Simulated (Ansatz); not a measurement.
# Rh: pressure series

Take Rh in the fcc (Cu type) structure (space group Fm-3m, No. 225; a = 3.800 Å) as the base.

Cell and atoms are relaxed at each pressure.

Computed with r2SCAN (Ansatz, a quantum-chemistry and plane-wave program, PAW, no spin-orbit coupling).

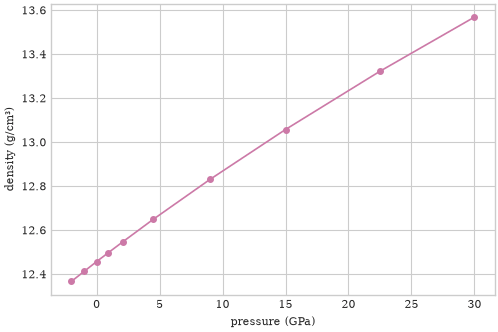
Density against pressure

Question: From the plot, what is the density for pressure −1 GPa?

Answer: About 12.4 g/cm³.

Question: Is the trend monotonic over the range shown?

Answer: Yes, it rises throughout, spanning 12.37 g/cm³ to 13.57 g/cm³.

Load acts through the strain it causes; cell and atoms are relaxed under it. Whether these cells are dynamically stable was not tested. Competing high-pressure phases were not computed. All final runs are without spin polarisation.
